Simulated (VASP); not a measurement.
# Lattice of C (Diamond) across functionals and dispersion corrections

Aim: relax C (Diamond) at several levels and hold each cell against experiment. The levels: LDA, PBE, r2SCAN, PBE + D3(BJ), r2SCAN + rVV10, SCAN, PBE + TS and BLYP + D3(BJ). The start is a cell from a database of measured crystal structures.

Program: VASP 6.6.1. Level of theory: LDA; plane waves and PAW (C), in the first sound run; inputs show where later runs differ. Results are calculated unless marked as measured.

**Measured values to reproduce.**

For C, diamond (bulk crystal), “Fermi level pinning by defects can explain the large reported carbon 1s binding energy variations in diamond” (2019, arxiv:1902.02958) quotes earlier work: lattice constant a (cubic lattice constant, experimental literature value) 3.5669 Å [literature value used as input for the calculation cells; temperature not stated].

## (1) Set-up

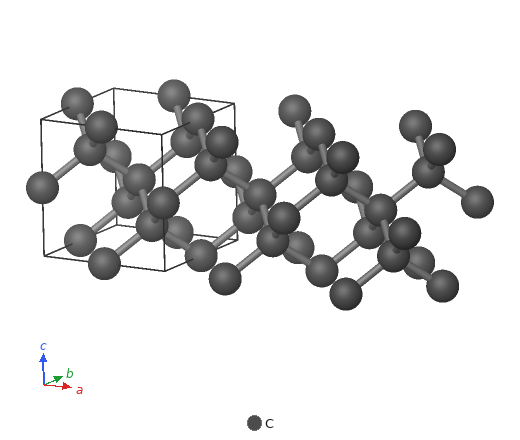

The starting structure, seen slightly off an axis (carbon dark grey). 3×1×1 cells are drawn. This picture shows the conventional cell, with its axes. Some periodic images of atoms are drawn too.

Coordinates:

```xyz
2
Lattice="0.0000 1.7834 1.7834 1.7834 0.0000 1.7834 1.7834 1.7834 0.0000" Properties=species:S:1:pos:R:3 pbc="T T T"
C     0.0000    0.0000    0.0000
C     0.8917    0.8917    0.8917
```

## (2) Relaxation with LDA

The start need not lie at this functional's minimum. ISIF = 3 frees volume, shape and positions, and EDIFFG sets the threshold on forces and stress at which the search stops. LDA, the lowest rung, knows the local density alone.

Contents of INCAR:

```
SYSTEM = C
PREC = Accurate
ENCUT = 560
EDIFF = 1E-06
NELM = 100
ISMEAR = -1
SIGMA = 0.05
LREAL = .FALSE.
ALGO = Normal
GGA = CA
NBANDS = 10
LORBIT = 11
LWAVE = .FALSE.
LCHARG = .FALSE.
KPAR = 2
IBRION = 2
NSW = 60
ISIF = 3
EDIFFG = -0.01
```

Contents of POSCAR:

```
C
1.0
    0.0000000000      1.7833700000      1.7833700000
    1.7833700000      0.0000000000      1.7833700000
    1.7833700000      1.7833700000      0.0000000000
C
2
Direct
    0.0000000000      0.0000000000      0.0000000000
    0.2500000000      0.2500000000      0.2500000000
```

Contents of KPOINTS:

```
Automatic mesh
0
Gamma
11 11 11
0 0 0
```

The projector-augmented-wave data sets are C (PBE family, release 64).

Command:

```sh
> mpirun -np 2 vasp_std
```

Numbers of over 12 decimals in the logs are rounded to 6 here.

The log of the run:

```text
[banner, memory and clock lines left out]
running    2 mpi-ranks, on    1 nodes
 distrk:  each k-point on    1 cores,    2 groups
 distr:  one band on    1 cores,    1 groups

 POSCAR found type information on POSCAR C
 POSCAR found :  1 types and       2 ions
|                                                                             |
|               ----> ADVICE to this user running VASP <----                  |
|                                                                             |
|     You enforced a specific xc type in the INCAR file but a different       |
|     [... a line on the potential file left out ...]
|     I HOPE YOU KNOW WHAT YOU ARE DOING!                                     |
|                                                                             |

 LDA part: xc-table for (Slater(with rela. corr.)+CA(PZ))
 , standard interpolation
 POSCAR, INCAR and KPOINTS ok, starting setup
 FFT: planning ... GRIDC
 FFT: planning ... GRID_SOFT
 FFT: planning ... GRID
 WAVECAR not read
 entering main loop
       N       E                     dE             d eps       ncg     rms          rms(c)
DAV:   1    -0.146187580549E+00   -0.14619E+00   -0.51734E+03  1146   0.843E+02
DAV:   2    -0.206669868575E+02   -0.20521E+02   -0.19837E+02  1498   0.131E+02
DAV:   3    -0.210307877602E+02   -0.36380E+00   -0.36269E+00  1348   0.145E+01
DAV:   4    -0.210315135447E+02   -0.72578E-03   -0.72574E-03  1228   0.721E-01
DAV:   5    -0.210315145233E+02   -0.97857E-06   -0.97854E-06  1254   0.260E-02    0.550E+00
DAV:   6    -0.204639162118E+02    0.56760E+00   -0.32621E-01  1166   0.421E+00    0.318E+00
DAV:   7    -0.202660855046E+02    0.19783E+00   -0.38158E-01  1210   0.457E+00    0.694E-01
DAV:   8    -0.202658595449E+02    0.22596E-03   -0.76100E-03  1188   0.777E-01    0.249E-02
DAV:   9    -0.202658493901E+02    0.10155E-04   -0.28134E-05  1238   0.444E-02    0.183E-02
DAV:  10    -0.202658507851E+02   -0.13951E-05   -0.15920E-06  1194   0.112E-02    0.387E-03
DAV:  11    -0.202658507240E+02    0.61105E-07   -0.48465E-08   626   0.185E-03
   1 F= -.20265851E+02 E0= -.20265851E+02  d E =-.202659E+02
 curvature:   0.00 expect dE= 0.000E+00 dE for cont linesearch  0.000E+00
 trial: gam= 0.00000 g(F)=  0.189E-47 g(S)=  0.436E-01 ort = 0.000E+00 (trialstep = 0.100E+01)
 search vector abs. value=  0.436E-01
 bond charge predicted
       N       E                     dE             d eps       ncg     rms          rms(c)
DAV:   1    -0.202749107891E+02   -0.90600E-02   -0.90232E-01  1226   0.858E+00    0.869E-01
DAV:   2    -0.202634267511E+02    0.11484E-01   -0.12230E-02  1198   0.940E-01    0.477E-01
DAV:   3    -0.202589388895E+02    0.44879E-02   -0.76928E-03  1188   0.639E-01    0.614E-02
DAV:   4    -0.202589221887E+02    0.16701E-04   -0.90334E-05  1198   0.919E-02    0.475E-02
DAV:   5    -0.202589025280E+02    0.19661E-04   -0.43029E-06  1194   0.221E-02    0.434E-03
DAV:   6    -0.202589025072E+02    0.20809E-07   -0.67167E-08   572   0.265E-03
   2 F= -.20258903E+02 E0= -.20258903E+02  d E =0.694822E-02
 trial-energy change:    0.006948  1 .order    0.007656   -0.043569    0.058880
 step:   0.4355(harm=  0.4253)  dis= 0.00000  next Energy=   -20.275395 (dE=-0.954E-02)
 bond charge predicted
       N       E                     dE             d eps       ncg     rms          rms(c)
DAV:   1    -0.202805648562E+02   -0.21662E-01   -0.28198E-01  1190   0.470E+00    0.485E-01
DAV:   2    -0.202769451729E+02    0.36197E-02   -0.37211E-03  1182   0.514E-01    0.268E-01
DAV:   3    -0.202755243377E+02    0.14208E-02   -0.24244E-03  1192   0.358E-01    0.318E-02
DAV:   4    -0.202755188297E+02    0.55080E-05   -0.30305E-05  1186   0.528E-02    0.248E-02
DAV:   5    -0.202755120760E+02    0.67537E-05   -0.14045E-06  1166   0.125E-02    0.271E-03
DAV:   6    -0.202755119819E+02    0.94131E-07   -0.22482E-08   560   0.168E-03
   3 F= -.20275512E+02 E0= -.20275512E+02  d E =-.966126E-02
 curvature:  -0.21 expect dE=-0.534E-06 dE for cont linesearch -0.534E-06
 trial: gam=-0.00754 g(F)=  0.614E-49 g(S)=  0.251E-05 ort = 0.331E-03 (trialstep = 0.887E+00)
 search vector abs. value=  0.245E-09
 reached required accuracy - stopping structural energy minimisation
```

Elapsed: 3.6 s, on 2 MPI ranks of Intel Xeon 6975P-C (Granite Rapids), shared host; peak memory 0.21 GiB.

Lines that name or quote the potential files are left out of all logs, and their timing lines are given in words.

OUTCAR, selected parts (step 2):

```text
ion  position               nearest neighbor table
   1  0.000  0.000  0.000-   2 1.54   2 1.54   2 1.54   2 1.54
   2  0.250  0.250  0.250-   1 1.54   1 1.54   1 1.54   1 1.54

  LATTYP: Found a face centered cubic cell.
 ALAT       =     3.5667400000

 Subroutine GETGRP returns: Found 48 space group operations
 (whereof 24 operations were pure point group operations)

The static configuration has the point symmetry T_d .
 The point group associated with its full space group is O_h .

 Found     56 irreducible k-points:

   k-points           NKPTS =     56   k-points in BZ     NKDIM =     56   number of bands    NBANDS=     10

   dimension x,y,z NGX =    20 NGY =   20 NGZ =   20
   dimension x,y,z NGXF=    40 NGYF=   40 NGZF=   40

   ENCUT  =  560.0 eV  41.16 Ry    6.42 a.u.   4.87  4.87  4.87*2*pi/ulx,y,z

   NELECT =       8.0000    total number of electrons

 k-points in reciprocal lattice and weights: Automatic mesh
   0.00000000  0.00000000  0.00000000       0.001
   0.09090909  0.00000000  0.00000000       0.006
   0.18181818  0.00000000  0.00000000       0.006
   0.27272727  0.00000000  0.00000000       0.006
   0.36363636  0.00000000  0.00000000       0.006
   0.45454545  0.00000000  0.00000000       0.006
   0.09090909  0.09090909  0.00000000       0.005
   0.18181818  0.09090909  0.00000000       0.018
   0.27272727  0.09090909  0.00000000       0.018
[...]
-0.36363636  0.45454545  0.18181818       0.018
  -0.27272727  0.45454545  0.18181818       0.018

 average (electrostatic) potential at core
       1 -44.9950       2 -44.9950

 E-fermi :  10.8925

 k-point     1 :       0.0000    0.0000    0.0000
  band No.  band energies     occupation
      1     -11.7993      2.00000
      2       9.8555      2.00000
      3       9.8555      2.00000
      4       9.8555      2.00000
      5      15.4701      0.00000
      6      15.4701      0.00000
      7      15.4701      0.00000
      8      23.9946      0.00000
      9      29.1837      0.00000
    ...

 k-point     2 :       0.0909    0.0000    0.0000
  band No.  band energies     occupation
      1     -11.5670      2.00000
      2       8.4168      2.00000
      3       9.4682      2.00000
      4       9.4682      2.00000
      5      15.9766      0.00000
      6      15.9766      0.00000
      7      16.3288      0.00000
      8      24.1269      0.00000
      9      29.5491      0.00000
    ...

 k-point     3 :       0.1818    0.0000    0.0000
  band No.  band energies     occupation
      1     -10.8729      2.00000
      2       5.5519      2.00000
      3       8.6677      2.00000
      4       8.6677      2.00000
      5      17.0150      0.00000
      6      17.0150      0.00000
      7      17.5917      0.00000
      8      24.4952      0.00000
      9      30.2547      0.00000
    ...

  Total       -0.0058929     -0.0058929     -0.0058929     -0.0000000     -0.0000000      0.0000000
  in kB       -0.8529992     -0.8529992     -0.8529992     -0.0000000     -0.0000000      0.0000000
  external PRESSURE =      -0.8529992 kB  Pullay stress =       0.0000000 kB

  energy-cutoff  :      560.00
  volume of cell :       11.07
      direct lattice vectors                 reciprocal lattice vectors
    -0.000000000  1.768834936  1.768834936    -0.282671938  0.282671938  0.282671938
     1.768834936  0.000000000  1.768834936     0.282671938 -0.282671938  0.282671938
     1.768834936  1.768834936 -0.000000000     0.282671938  0.282671938 -0.282671938

 POSITION                                       TOTAL-FORCE (eV/Angst)
 -----------------------------------------------------------------------------------
      0.00000      0.00000      0.00000         0.000000     -0.000000     -0.000000
      0.88442      0.88442      0.88442        -0.000000      0.000000      0.000000
 -----------------------------------------------------------------------------------
    total drift:                                0.000000      0.000000      0.000000

  FREE ENERGIE OF THE ION-ELECTRON SYSTEM (eV)
  ---------------------------------------------------
  free  energy   TOTEN  =       -20.2755119819 eV

  energy  without entropy=      -20.2755119819  energy(sigma->0) =      -20.27551198

 reached required accuracy - stopping structural energy minimisation

 total charge
# of ion       s       p       d       tot
------------------------------------------
    1        0.815   1.777   0.000   2.592
    2        0.815   1.777   0.000   2.592
--------------------------------------------------
tot          1.630   3.554   0.000   5.184

[... 3 further parts left out ...]
```

CONTCAR:

```
C
   1.00000000000000
    -0.0000000000000000    1.7688349360556570    1.7688349360556570
     1.7688349360556570    0.0000000000000000    1.7688349360556570
     1.7688349360556570    1.7688349360556570   -0.0000000000000000
  C
     2
Direct
     0.0000000000000000    0.0000000000000000    0.0000000000000000
     0.2500000000000000    0.2500000000000000    0.2500000000000000
```

The gap is read on the k-mesh alone, so it is an upper bound where the band edges lie off the mesh. The PAW data sets were made with PBE, though LDA sets exist; this is a small mismatch. The run keeps the 48 symmetry operations of its start, so it cannot find a distortion of lower symmetry.

Relaxation path:

| step | energy less that of the first step (eV) | largest force (eV/Å) | pressure (GPa) | volume (Å³) |
| --- | --- | --- | --- | --- |
| 1 | 0.0000 | 0.0000 | -10.96 | 11.34 |
| 2 | 0.0069 | 0.0000 | 15.67 | 10.72 |
| 3 | -0.0097 | 0.0000 | -0.09 | 11.07 |

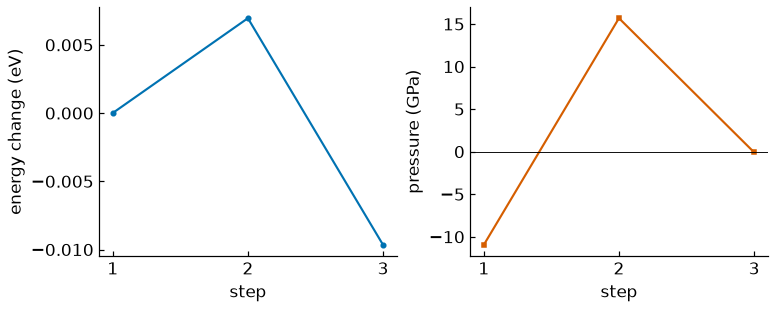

Energy and pressure along the relaxation.

| conventional cell, symmetrised | before | after | change |
| --- | --- | --- | --- |
| a (Å) | 3.567 | 3.538 | -0.8 % |
| b (Å) | 3.567 | 3.538 | -0.8 % |
| c (Å) | 3.567 | 3.538 | -0.8 % |
| volume (Å³/atom) | 5.67 | 5.53 | -2.4 % |

The relaxed structure:

```
C
1.0
     0.00000    1.76883    1.76883
     1.76883    0.00000    1.76883
     1.76883    1.76883    0.00000
C
2
Cartesian
  0.0000 0.0000 0.0000
  0.8844 0.8844 0.8844
```

Numbers from this step:

- electrons: 8
- bands: 10
- irreducible k-points: 56
- symmetry operations: 48
- free energy (TOTEN): -20.28 eV
- Fermi energy: 10.89 eV
- pressure: -0.08530 GPa
- metallic: no
- valence top at k: 0, 0, 0
- conduction bottom at k: 0.3636, 0.3636, 0
- least direct gap at k: 0, 0, 0
- SCF cycles over all ionic steps: 23
- gap on the k-mesh: 4.160 eV
- least direct gap on the k-mesh: 5.615 eV

It ends with forces that vanish by symmetry and a pressure of -0.09 GPa. The volume lies -2.4 % from that of the database's start, which holds the thermal and zero-point expansion of its experiment. The conventional cell has a = 3.538 Å.

## (3) Relaxation with PBE

This step: PBE; plane waves and PAW (C) (VASP 6.6.1).

PBE, the usual starting point, adds the gradient of the density.

Edit INCAR of step 2 so:

```diff
@@ -9,3 +9,3 @@
 ALGO = Normal
-GGA = CA
+GGA = PE
 NBANDS = 10
```

POSCAR is that of step 2.

KPOINTS is that of step 2.

Command:

```sh
> mpirun -np 2 vasp_std
```

The log of the run:

```text
[banner, memory and clock lines left out]
running    2 mpi-ranks, on    1 nodes
 distrk:  each k-point on    1 cores,    2 groups
 distr:  one band on    1 cores,    1 groups

 POSCAR found type information on POSCAR C
 POSCAR found :  1 types and       2 ions
 LDA part: xc-table for (Slater+PW92), standard interpolation
 POSCAR, INCAR and KPOINTS ok, starting setup
 FFT: planning ... GRIDC
 FFT: planning ... GRID_SOFT
 FFT: planning ... GRID
 WAVECAR not read
 entering main loop
       N       E                     dE             d eps       ncg     rms          rms(c)
DAV:   1     0.205055906450E+01    0.20506E+01   -0.51758E+03  1146   0.844E+02
DAV:   2    -0.184675944037E+02   -0.20518E+02   -0.19842E+02  1504   0.131E+02
DAV:   3    -0.188244813418E+02   -0.35689E+00   -0.35576E+00  1348   0.144E+01
DAV:   4    -0.188251758601E+02   -0.69452E-03   -0.69448E-03  1230   0.708E-01
DAV:   5    -0.188251767864E+02   -0.92628E-06   -0.92611E-06  1258   0.255E-02    0.554E+00
DAV:   6    -0.183462717811E+02    0.47891E+00   -0.26700E-01  1174   0.388E+00    0.331E+00
DAV:   7    -0.181851163520E+02    0.16116E+00   -0.32253E-01  1230   0.432E+00    0.754E-01
DAV:   8    -0.181868567397E+02   -0.17404E-02   -0.77841E-03  1174   0.712E-01    0.433E-02
DAV:   9    -0.181868917623E+02   -0.35023E-04   -0.65592E-05  1366   0.693E-02    0.236E-02
DAV:  10    -0.181869116158E+02   -0.19854E-04   -0.15706E-05  1168   0.381E-02    0.506E-03
DAV:  11    -0.181869116586E+02   -0.42718E-07   -0.19857E-07   998   0.446E-03
   1 F= -.18186912E+02 E0= -.18186912E+02  d E =-.181869E+02
 curvature:   0.00 expect dE= 0.000E+00 dE for cont linesearch  0.000E+00
 trial: gam= 0.00000 g(F)=  0.119E-46 g(S)=  0.161E-02 ort = 0.000E+00 (trialstep = 0.100E+01)
 search vector abs. value=  0.161E-02
 bond charge predicted
       N       E                     dE             d eps       ncg     rms          rms(c)
DAV:   1    -0.181872515975E+02   -0.33998E-03   -0.32097E-02  1190   0.157E+00    0.162E-01
DAV:   2    -0.181868876949E+02    0.36390E-03   -0.37947E-04  1192   0.167E-01    0.911E-02
DAV:   3    -0.181867308769E+02    0.15682E-03   -0.24509E-04  1174   0.115E-01    0.128E-02
DAV:   4    -0.181867304736E+02    0.40331E-06   -0.31663E-06  1202   0.169E-02
   2 F= -.18186730E+02 E0= -.18186730E+02  d E =0.181185E-03
 trial-energy change:    0.000181  1 .order    0.000181   -0.001615    0.001976
 step:   0.4496(harm=  0.4496)  dis= 0.00000  next Energy=   -18.187275 (dE=-0.363E-03)
 bond charge predicted
       N       E                     dE             d eps       ncg     rms          rms(c)
DAV:   1    -0.181874240084E+02   -0.69313E-03   -0.96901E-03  1192   0.866E-01    0.894E-02
DAV:   2    -0.181873156522E+02    0.10836E-03   -0.11525E-04  1188   0.920E-02    0.502E-02
DAV:   3    -0.181872714082E+02    0.44244E-04   -0.73859E-05  1172   0.630E-02    0.697E-03
DAV:   4    -0.181872714900E+02   -0.81793E-07   -0.93948E-07  1008   0.923E-03
   3 F= -.18187271E+02 E0= -.18187271E+02  d E =-.359831E-03
 curvature:  -0.22 expect dE=-0.593E-08 dE for cont linesearch -0.593E-08
 trial: gam=-0.00403 g(F)=  0.131E-47 g(S)=  0.264E-07 ort = 0.653E-05 (trialstep = 0.890E+00)
 search vector abs. value=  0.100E-09
 reached required accuracy - stopping structural energy minimisation
```

Run time: 3.4 s. Hardware: 2 MPI ranks; peak memory 0.22 GiB; 5.7 s of CPU time.

OUTCAR, selected parts (step 3):

```text
 Found     56 irreducible k-points:

   NELECT =       8.0000    total number of electrons

 E-fermi :  10.6141

 k-point     1 :       0.0000    0.0000    0.0000
  band No.  band energies     occupation
      1     -11.7525      2.00000
      2       9.6590      2.00000
      3       9.6590      2.00000
      4       9.6590      2.00000
      5      15.2357      0.00000
      6      15.2357      0.00000
      7      15.2357      0.00000
      8      22.8797      0.00000
      9      28.8920      0.00000
    ...

 k-point     2 :       0.0909    0.0000    0.0000
  band No.  band energies     occupation
      1     -11.5245      2.00000
      2       8.2394      2.00000
      3       9.2839      2.00000
      4       9.2839      2.00000
      5      15.7280      0.00000
      6      15.7280      0.00000
      7      16.0472      0.00000
      8      23.0797      0.00000
      9      29.2666      0.00000
    ...

  Total        0.0006037      0.0006037      0.0006037     -0.0000000     -0.0000000      0.0000000
  in kB        0.0848490      0.0848490      0.0848490     -0.0000000     -0.0000000      0.0000000
  external PRESSURE =       0.0848490 kB  Pullay stress =       0.0000000 kB

  energy-cutoff  :      560.00
  volume of cell :       11.40
      direct lattice vectors                 reciprocal lattice vectors
    -0.000000000  1.786258972  1.786258972    -0.279914619  0.279914619  0.279914619
     1.786258972 -0.000000000  1.786258972     0.279914619 -0.279914619  0.279914619
     1.786258972  1.786258972  0.000000000     0.279914619  0.279914619 -0.279914619

 POSITION                                       TOTAL-FORCE (eV/Angst)
 -----------------------------------------------------------------------------------
      0.00000      0.00000      0.00000        -0.000000      0.000000     -0.000000
      0.89313      0.89313      0.89313         0.000000     -0.000000      0.000000
 -----------------------------------------------------------------------------------
    total drift:                                0.000000      0.000000      0.000000

  FREE ENERGIE OF THE ION-ELECTRON SYSTEM (eV)
  ---------------------------------------------------
  free  energy   TOTEN  =       -18.1872714900 eV

  energy  without entropy=      -18.1872714900  energy(sigma->0) =      -18.18727149

 total charge
# of ion       s       p       d       tot
------------------------------------------
    1        0.827   1.743   0.000   2.571
    2        0.827   1.743   0.000   2.571
--------------------------------------------------
tot          1.655   3.486   0.000   5.141

[... 9 parts as in an earlier step ...]

[... 5 further parts left out ...]
```

CONTCAR:

```
C
   1.00000000000000
    -0.0000000000000000    1.7862589724756484    1.7862589724756484
     1.7862589724756484   -0.0000000000000000    1.7862589724756484
     1.7862589724756484    1.7862589724756484    0.0000000000000000
  C
     2
Direct
     0.0000000000000000    0.0000000000000000    0.0000000000000000
     0.2500000000000000    0.2500000000000000    0.2500000000000000
```

Step by step:

| step | energy less that of the first step (eV) | largest force (eV/Å) | pressure (GPa) | volume (Å³) |
| --- | --- | --- | --- | --- |
| 1 | 0.0000 | 0.0000 | 2.11 | 11.34 |
| 2 | 0.0002 | 0.0000 | -2.55 | 11.47 |
| 3 | -0.0004 | 0.0000 | 0.01 | 11.40 |

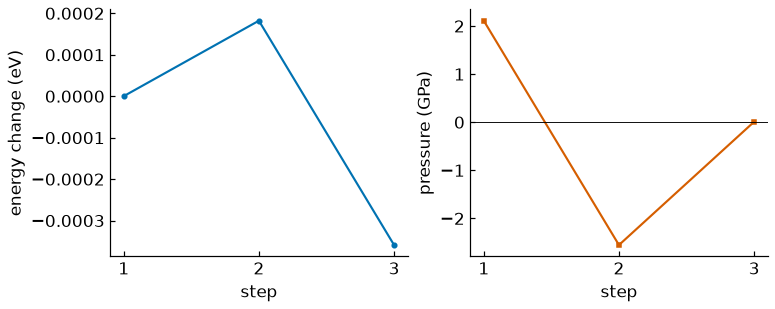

Energy and pressure along the relaxation.

| conventional cell, symmetrised | before | after | change |
| --- | --- | --- | --- |
| a (Å) | 3.567 | 3.573 | +0.2 % |
| b (Å) | 3.567 | 3.573 | +0.2 % |
| c (Å) | 3.567 | 3.573 | +0.2 % |
| volume (Å³/atom) | 5.67 | 5.70 | +0.5 % |

Final coordinates:

```
C
1.0
     0.00000    1.78626    1.78626
     1.78626    0.00000    1.78626
     1.78626    1.78626    0.00000
C
2
Direct
  0.00000 0.00000 0.00000
  0.25000 0.25000 0.25000
```

This step gave:

```yaml
free_energy_toten: -18.19 eV
fermi_energy: 10.61 eV
pressure: 0.008485 GPa
scf_cycles_over_all_ionic_steps: 19
gap_on_the_k_mesh: 4.118 eV
least_direct_gap_on_the_k_mesh: 5.577 eV
```

It ends at 5.699 Å³/atom, +0.5 % from the start, with 0.01 GPa left. The conventional cell has a = 3.573 Å.

[end of part 1 of 3]

[Lines on the potential files, build, host, timing and source positions are cut from VASP's logs without a mark.]

[Logs are printed without paths, hosts, clocks, repeated set-up lines and the standing remarks that a program may print on its own settings, such as how far it seeks lower states.]

[Hosts, paths, dates, database ids (printed as entryN), source tags and the programs' standing remarks are cut or masked in the printed files.]

[Measured values are set beside computed ones only where the two were judged alike; some that the calculation misses by far are left out.]
